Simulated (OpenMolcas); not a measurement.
**Cu²⁺: multiconfigurational calculation**

System: Cu²⁺, among 6 point charges of −1 e at 1.86 Å, trigonal antiprism (D3d), axial distortion 0.89, whose field is part of the energies.
Method: state-averaged CASSCF, active space 9 electrons in the shell 3d, basis ANO-RCC-VDZP, DKH2 scalar Hamiltonian, spin-orbit coupling by RASSI with atomic mean-field integrals (OpenMolcas).

## Input file
```
&GATEWAY
Coord
1

Cu 0.0 0.0 0.0
Basis=ANO-RCC-VDZP
Group=XYZ
NoMove
AngMom=0.0 0.0 0.0
AMFI
XField
3 Angstrom 0
0.000000 1.397666 1.227245 -1.000000
1.210414 -0.698833 1.227245 -1.000000
1.210414 0.698833 -1.227245 -1.000000
&SEWARD
&RASSCF
FileOrb=start.orb
Symmetry=1
Spin=2
nActEl=9 0 0
Inactive=3 6
Ras2=5 0
CIRoot=5 5 1
SDav=5
CIMx=300
Iter=120 100
PrWF=0.3
OrbListing=Nothing
MaxOrb=0
>>> COPY $Project.JobIph JOB001
&RASSI
NrOfJobIphs=1 5
1 2 3 4 5
IphNames
JOB001
EJob
SpinOrbit
DIPRint=1.0
SOCoupling=1000.0
Subsets=2
Property=9
'ANGMOM' 1 'ANGMOM' 2 'ANGMOM' 3 'MLTPL  1' 1 'MLTPL  1' 2 'MLTPL  1' 3
'AMFI' 1 'AMFI' 2 'AMFI' 3
SOProperty=3
'ANGMOM' 1 'ANGMOM' 2 'ANGMOM' 3
```

The file start.orb holds starting orbitals from an earlier step. A driver script formed the levels outside the program, from RASSI's spin-orbit matrix and the active-space energies, averaged over the components of each term or state.

Command:
```bash
OMP_NUM_THREADS=1 MOLCAS_MEM=1689 MOLCAS_PROJECT=a pymolcas a.inp > a.log  # once for each step of the input, in one work folder
```

## The program's output (extracts)
```
--- SEWARD ---
Basis set label: CU.ANO-RCC...5S4P2D1F.

      Electronic valence basis set:
      ------------------
      Associated Effective Charge  29.000000 au
      Associated Actual Charge     29.000000 au
      Nuclear Model: Point charge

      Shell  nPrim  nBasis  Cartesian Spherical Contaminant
         s      21       5        X
         p      15       4        X
         d      10       2                 X
         f       6       1                 X
                  Relativistic Douglas-Kroll-Hess integrals:
                    - DKH order of Hamiltonian: 2
                    - DKH order of Properties : 0
                  Atomic mean-field integrals
--- RASSCF ---
Wave function specifications:
      -----------------------------

      Number of closed shell electrons          18
      Number of electrons in active shells       9
      Max number of holes in RAS1 space          0
      Max nr of electrons in RAS3 space          0
      Number of inactive orbitals                9
      Number of active orbitals                  5
      Number of secondary orbitals              20
      Spin quantum number                      0.5
      State symmetry                             1
Orbital specifications:
      -----------------------

      Symmetry species                           1   2
                                                ag  au
      Frozen orbitals                            0   0
      Inactive orbitals                          3   6
      Active orbitals                            5   0
      RAS1 orbitals                              0   0
      RAS2 orbitals                              5   0
      RAS3 orbitals                              0   0
      Secondary orbitals                         7  13
      Deleted orbitals                           0   0
      Number of basis functions                 15  19
      Number of CSFs                             5
      Number of root(s) required                 5
      Iter CI   SX   CI       RASSCF       Energy    max ROT     max BLB   max BLB  Level Ln srch  Step   QN
          iter iter root      energy       change     param      element    value   shift minimum  type update
 Nr of preliminary CI iterations:   1
      Total energies have been shifted. Add                -1000.00 au
        1   1    7    0  -655.54681064    0.00E+00   8.01E-02    5  12 1  3.70E-01*  0.00   0.00    SX    NO
        2   1    7    0  -655.56250461   -1.57E-02* -6.69E-02    4  10 2  3.11E-01*  0.09   0.00    SX    NO
        3   1    7    0  -655.57014851   -7.64E-03* -6.32E-02    5  12 1  2.85E-01*  0.00   0.00    SX    NO
        4   1    7    0  -655.57485506   -4.71E-03*  6.11E-02    4  10 2  2.64E-01*  0.07   0.00    SX    NO
        5   1    7    0  -655.57835141   -3.50E-03* -2.62E-02    4  11 1  2.61E-01*  0.00   0.51    LS   YES
        6   1    7    0  -655.62562065   -4.73E-02*  4.05E-03    7  14 1  3.19E-02*  0.00   1.14    QN   YES
        7   1    6    0  -655.62632641   -7.06E-04*  9.19E-04    6  13 1 -2.98E-03*  0.00   0.93    QN   YES
        8   1    5    0  -655.62633340   -6.98E-06* -5.27E-04    6   9 1  5.73E-04*  0.00   1.15    QN   YES
        9   1    5    0  -655.62633396   -5.67E-07* -2.11E-04    6   9 1  1.64E-04*  0.00   1.35    QN   YES
       10   1    4    0  -655.62633403   -6.48E-08*  6.44E-06    8  15 1  3.16E-05   0.00   1.05    QN   YES
       11   1    3    0  -655.62633403   -5.97E-10  -7.97E-07    8  15 1  3.55E-06   0.00   1.12    QN   YES
      Convergence after 11 iterations
       12   1    3    0  -655.62633403   -1.52E-11  -7.97E-07    5  12 1 -6.32E-07   0.00   1.12    QN   YES
      Natural orbitals and occupation numbers for root  1
      sym 1:   2.000000   2.000000   2.000000   1.000000   2.000000
      Natural orbitals and occupation numbers for root  2
      sym 1:   2.000000   1.000000   2.000000   2.000000   2.000000
      Natural orbitals and occupation numbers for root  3
      sym 1:   2.000000   2.000000   1.000000   2.000000   2.000000
::    RASSCF root number  1 Total energy:  -1655.63478924
::    RASSCF root number  2 Total energy:  -1655.63478923
::    RASSCF root number  3 Total energy:  -1655.62827516
::    RASSCF root number  4 Total energy:  -1655.61690826
::    RASSCF root number  5 Total energy:  -1655.61690826
--- RASSI ---
SPIN-FREE ENERGIES:
  (Shifted by EMIN (a.u.) =      -1655.6347892352)

 SF State       Relative EMIN(au)   Rel lowest level(eV)    D:o, cm**(-1)      L_eff

     1             0.0000000000        0.0000000000              0.0000         2.0
     2             0.0000000034        0.0000000918              0.0007         2.0
     3             0.0065140775        0.1772570799           1429.6748         2.0
     4             0.0178809757        0.4865661352           3924.4205         2.0
     5             0.0178809800        0.4865662543           3924.4215         2.0
     Dipole printing threshold changed to   1.00000000E+00
Eigenvalues of complex Hamiltonian:
   -----------------------------------
  (Shifted by EMIN (a.u.) =      -1655.6347892352)

 SO State       Relative EMIN(au)   Rel lowest level(eV)    D:o, cm**(-1)     J-value

     1            -0.0022401618        0.0000000000              0.0000         2.0
     2            -0.0022401618        0.0000000000              0.0000         2.0
     3            -0.0012210617        0.0277311265            223.6666         2.3
     4            -0.0012210617        0.0277311265            223.6666         2.3
     5             0.0086101685        0.2952525293           2381.3722         1.6
     6             0.0086101685        0.2952525293           2381.3722         1.6
     7             0.0151495244        0.4731974674           3816.5950         1.2
     8             0.0151495244        0.4731974674           3816.5950         1.2
     9             0.0219775673        0.6589979810           5315.1772         1.0
    10             0.0219775673        0.6589979810           5315.1772         1.0
Weights of the five most important spin-orbit-free states for each spin-orbit state.

 SO State  Total energy (au)           Spin-free states, spin, and weights
 -------------------------------------------------------------------------------------------------------
    1        -0.002240       1 0.5  0.4848    2 0.5  0.4848    5 0.5  0.0152    4 0.5  0.0152    3 0.5  0.0000
    2        -0.002240       1 0.5  0.4848    2 0.5  0.4848    5 0.5  0.0152    4 0.5  0.0152    3 0.5  0.0000
    3        -0.001221       2 0.5  0.3732    1 0.5  0.3732    3 0.5  0.2518    4 0.5  0.0010    5 0.5  0.0010
    4        -0.001221       2 0.5  0.3732    1 0.5  0.3732    3 0.5  0.2518    4 0.5  0.0010    5 0.5  0.0010
    5         0.008610       3 0.5  0.6903    2 0.5  0.1091    1 0.5  0.1091    5 0.5  0.0457    4 0.5  0.0457
    6         0.008610       3 0.5  0.6903    2 0.5  0.1091    1 0.5  0.1091    5 0.5  0.0457    4 0.5  0.0457
    7         0.015150       4 0.5  0.4533    5 0.5  0.4533    3 0.5  0.0579    2 0.5  0.0177    1 0.5  0.0177
    8         0.015150       4 0.5  0.4533    5 0.5  0.4533    3 0.5  0.0579    2 0.5  0.0177    1 0.5  0.0177
    9         0.021978       5 0.5  0.4848    4 0.5  0.4848    1 0.5  0.0152    2 0.5  0.0152    3 0.5  0.0000
   10         0.021978       5 0.5  0.4848    4 0.5  0.4848    1 0.5  0.0152    2 0.5  0.0152    3 0.5  0.0000
 -------------------------------------------------------------------------------------------------------
```

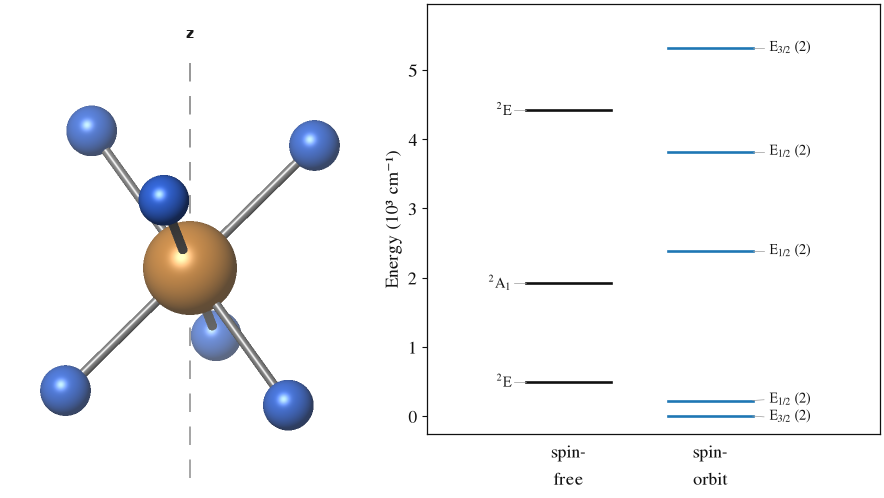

*Cu²⁺ (3d⁹) among 6 point charges of −1 e at 1.86 Å, arranged as: trigonal antiprism (D3d), axial distortion 0.89, with its levels. Labels give the representation in O, Td, D4 or D3 as the site allows (double group for half-integer spin) where it could be assigned and, in brackets, the degeneracy; spin-free states, where drawn, share the zero of the spin-orbit levels.*

The ground level is E₃/₂, a Kramers doublet, 100 % from states of spin multiplicity 2. Its principal g values are 0.00, 0.00 and 3.70, easy-axis. The next level lies at 224 cm⁻¹ (E₁/₂). The lowest spin-free state is ²E, from the free-ion D term; of the same spin there follow at 1,430 cm⁻¹ (²A₁) and 3,920 cm⁻¹ (²E) above it.

## Key numbers

- outcome: converged
- energy of the lowest spin-free term: −1655.63479 hartree
- energy of the lowest spin-orbit level: −1655.63703 hartree
- largest spread among components of a term: 0.0 cm⁻¹
- hardware: 1 CPU thread, shared host
- wall time: 1.5 s

## Remarks

Without dynamic correlation the splittings between terms come out too large, often by 20 to 50 %. Caveats: point charges lack covalency, field too small at true ligand charges.
